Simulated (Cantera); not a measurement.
Feed: 1 mol SiH₄, 18 mol N₂, 0.21 mol H₂, 19 mol NH₃, equilibrated at 36.0 Pa.

These are equilibrium values from Cantera (NASA tables, ideal gas, pure condensed phases), not measurements of a reactor. Candidate condensed phases: Si, Si₃N₄; 18 gas species. The tables' values for SiN are old estimates; treat these amounts as uncertain. Gases not in the tables: Si₂H₆ and higher silanes. Rates play no part.

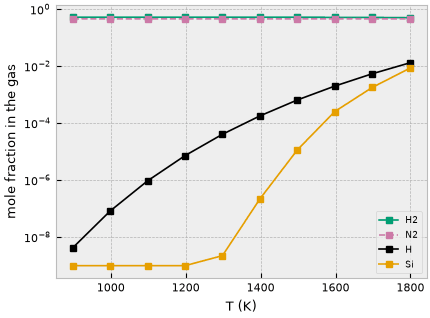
Figure: Equilibrium gas composition (values under 1e-9 drawn at 1e-9)

From 898 K to 1498 K the condensed part is Si₃N₄(s). At 1598 K the condensed part is Si(s). From 1698 K to 1798 K the condensed part is Si(l).
